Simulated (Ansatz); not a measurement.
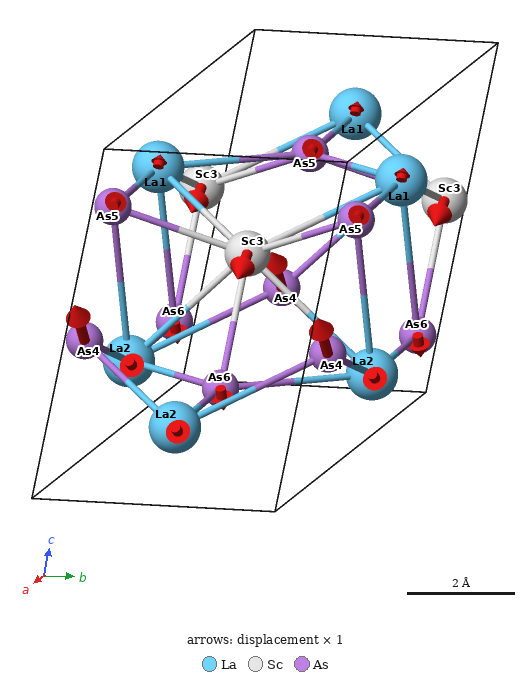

A relaxation of a crystal of La$_{2}$ScAs$_{3}$ (built on the Ca2ZnGa3-8 type type). The starting structure is drawn; red arrows show the displacements (the part carried along by the change of the cell is left out), at their true length.

A ball-and-stick model of the conventional cell (2 times the calculation's cell), seen slightly off an axis. Lengths and directions refer to the drawn axes.

The calculation used Ansatz, DFT, PBEsol, plane waves, PAW.

Input
```yaml
crystal:
  lattice:
    - [5.56927479, -2.35351193, 0.0]
    - [5.56927479, 2.35351193, 0.0]
    - [-5.32915111, 0.0, 5.59579282]
  atoms:
    - { symbol: La, position: [0.54191781, 0.54191781, 0.79209152] }
    - { symbol: La, position: [0.45682906, 0.45682906, 0.20799813] }
    - { symbol: Sc, position: [0.16688537, 0.16688537, 0.60597549] }
    - { symbol: As, position: [0.83997636, 0.83997636, 0.39711084] }
    - { symbol: As, position: [0.83475948, 0.83475948, 0.77884633] }
    - { symbol: As, position: [0.15963193, 0.15963193, 0.21797769] }
kpoints:
  mp_grid: { grid: [6, 6, 4] }
hamiltonian:
  xc: pbesol
scf:
  occupations: { method: fermi_dirac, width: 0.03 }
relax:
  f_tol: 0.01
  cell: {}
  max_steps: 120
output:
  write_density: true
  write_potential: true
  elf: true
  volumetric_format: npy
```

Command:
```bash
ansatz run input.yaml --threads 2 --pin off --max-ram 2211MiB --backend cpu --events-out ev --progress --plain --runs-dir out
```

Question: Which element moves most?

Answer: Arsenic: up to 1.12 Å, against 0.81 Å for scandium.

Question: What happened in the run?

Answer: After 17 accepted moves (20 points after the start) the energy has fallen by 444 meV per atom. Largest force component: 1.8 eV/Å at the start, 0.0067 eV/Å at the end. The pressure goes from −2.39 to 0.01 GPa. The line search rejected the trial step at point 10 of the run. At 2 points the geometry stayed and the basis and grid were re-selected for the new cell (energy shift of 29.5 meV per atom at most each time). The atom that moves furthest relative to the cell is As4 (1.12 Å along [1 0 1]). By element the largest moves are As 1.12 Å, Sc 0.81 Å, La 0.66 Å. Cell: a 11.139 → 10.996 Å (−1.3 %), b 4.707 → 4.002 Å (−15.0 %), c 7.727 → 7.500 Å (−2.9 %), β 133.6° → 113.1°. Volume +3.5 %. Among the contacts that change: La2–As4 3.427 → 5.615 Å, La1–As6 3.429 → 5.353 Å, La1–As4 3.387 → 5.263 Å, La2–As5 3.401 → 5.083 Å. Bonds break, among them: La2–As4 (3.43 → 5.62 Å), La2–As5 (3.40 → 5.08 Å), La2–Sc3 (3.37 → 4.41 Å). Bond angles that change, for instance: La2–As6–Sc3 133.4° → 89.2°, La1–As4–La2 132.4° → 172.7°, La2–As4–Sc3 61.5° → 87.9°. The space group stays Cm (No. 8). The run took 6.6 min on 2 threads of Arm Neoverse V2 (shared host), peak memory 0.7 GiB.
